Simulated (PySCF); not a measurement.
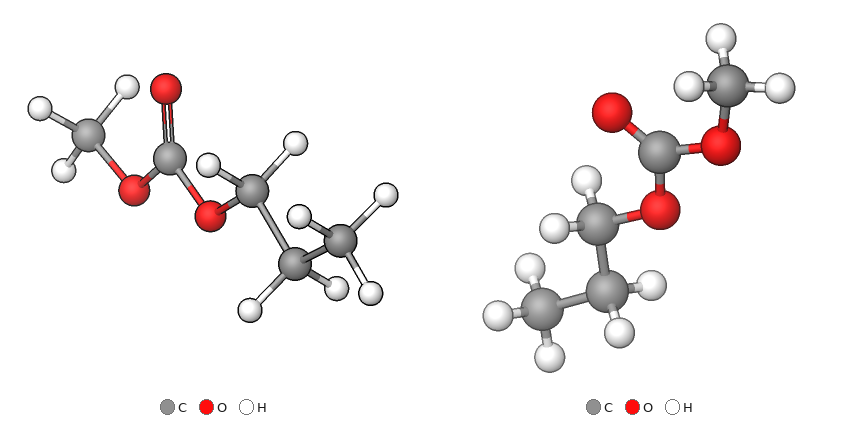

Both panels show the same species.

Computed geometry: GFN2-xTB optimisation. No frequency run is at hand to confirm it as a minimum.

> Which formula does it have?

C₅H₁₀O₃, 18 atoms: 5 carbon, 10 hydrogen and 3 oxygen.

> Write the SMILES.

CCCOC(=O)OC

> Describe its rings.

It has no ring.

The parts below concern this one geometry. Atoms keep their numbers from picture to picture.

## Symmetry

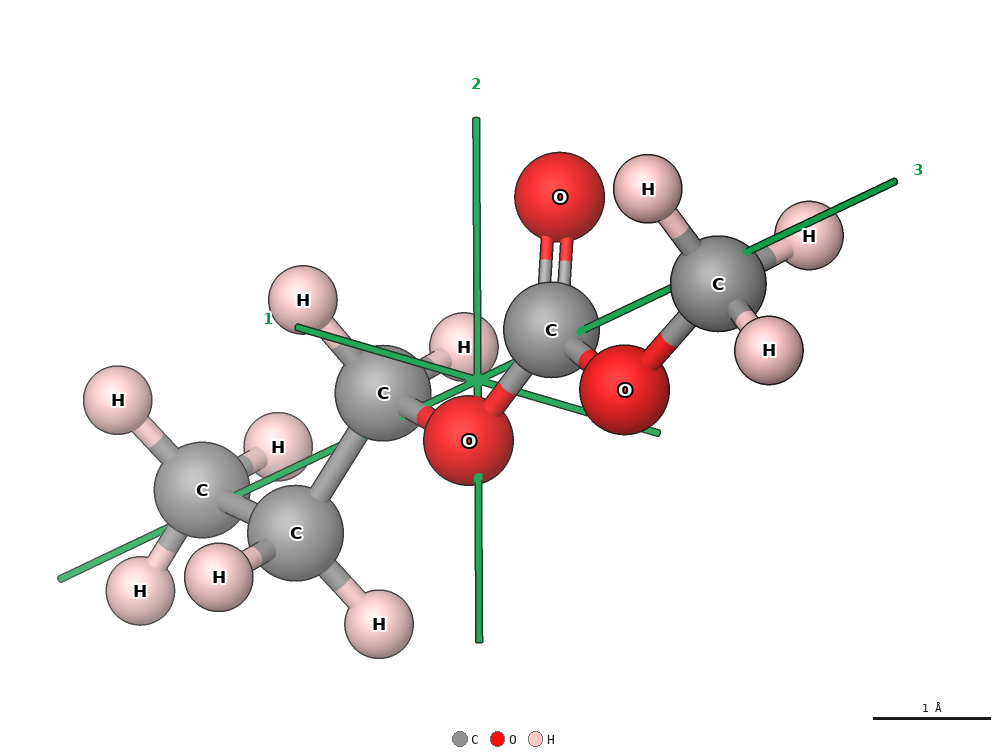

The three principal axes of inertia are drawn and numbered. Atoms fade into the background with distance from the viewer. No frequency run is at hand to confirm it as a minimum. Masses are those of the most abundant isotopes; constants are for the rigid equilibrium geometry.

> Which line is the a axis (least moment of inertia), which b and which c?

a is line 3, b is line 2, c is line 1; the moments are 62.4, 619, 669 u Å².

> Classify the rotor and give the rotational constants (cm⁻¹).

An asymmetric top (Cs): A = 0.270, B = 0.0272, C = 0.0252 cm⁻¹. Ray's parameter κ is −0.98, close to the prolate limit.

## Dipole moment

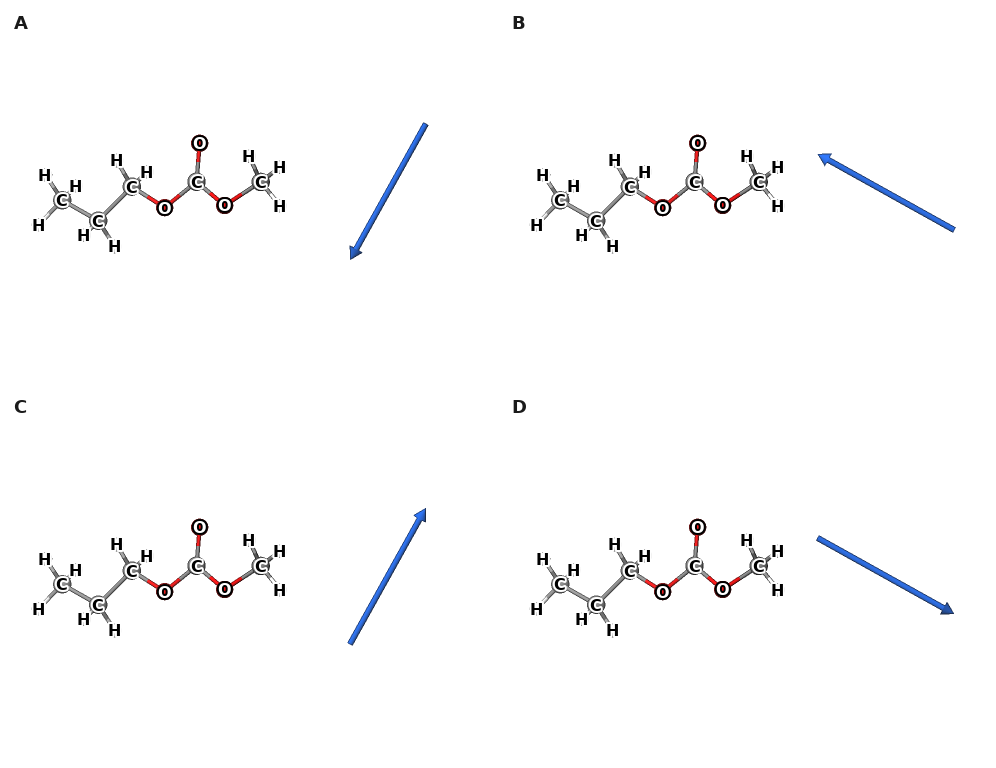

The same molecule four times, each with an arrow. No frequency run is at hand to confirm it as a minimum. Properties computed with PBE0/pcSseg-1, gas phase (PySCF 2.14.0).

> Which arrow points along the dipole moment, from the negative to the positive end?

A. The dipole moment is 0.53 D.

## NMR shielding

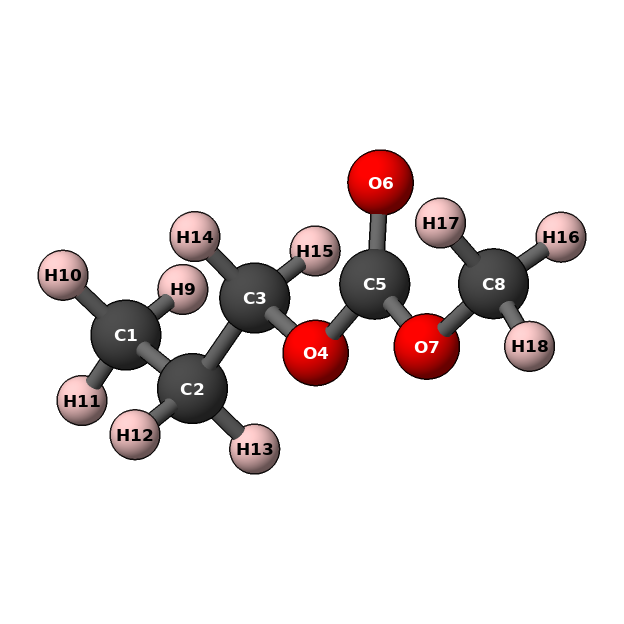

No frequency run is at hand to confirm it as a minimum. Method: GIAO PBE0/pcSseg-1 NMR shielding, non-relativistic, gas phase (PySCF 2.14.0). Principal shieldings σ11 ≤ σ22 ≤ σ33, span Ω = σ33 − σ11, skew κ = 3(σiso − σ22)/Ω.

> Which O atom has the most anisotropic shielding?

O6, with a span of 436 ppm.

Give the shielding tensors of the O atoms.

```
atom     σ11     σ22    σ33   σiso      Ω      κ
  O4    33.1   184.9  283.1  167.0  250.0  −0.21
  O6  −124.5  −114.2  311.3   24.2  435.8   0.95
  O7    49.1   228.2  300.0  192.4  250.9  −0.43
```

Shieldings and span in ppm.

## Excitation

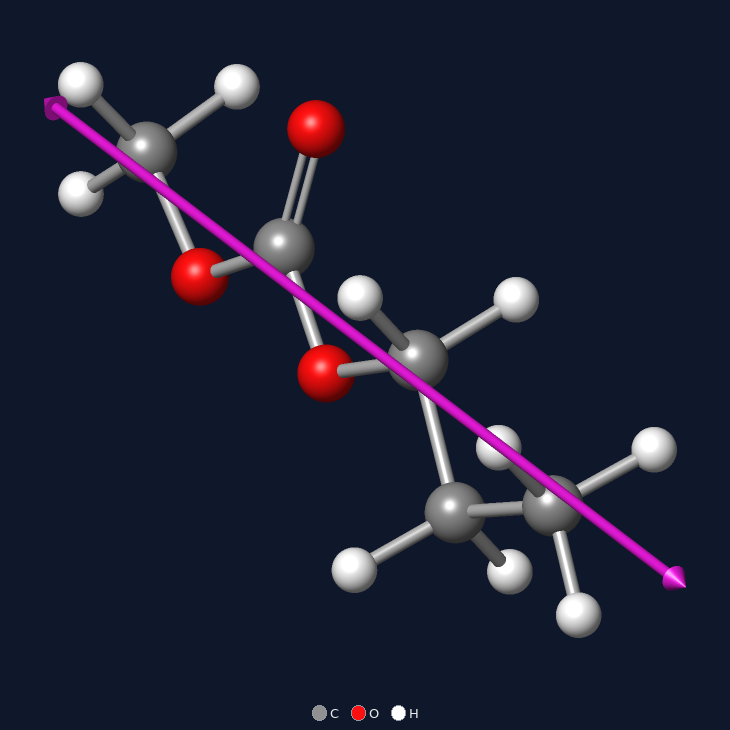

The double arrow shows the direction of the transition dipole to excited singlet state 2 (its length means nothing). No frequency run is at hand to confirm it as a minimum. Properties computed with TDDFT PBE0/def2-SVPD, vertical, gas phase, core orbitals frozen in the response (PySCF 2.14.0).

> Give its energy, strength and character.

7.88 eV (157 nm), oscillator strength 0.020, mainly HOMO → LUMO (weight 0.87); transition dipole 0.81 D.
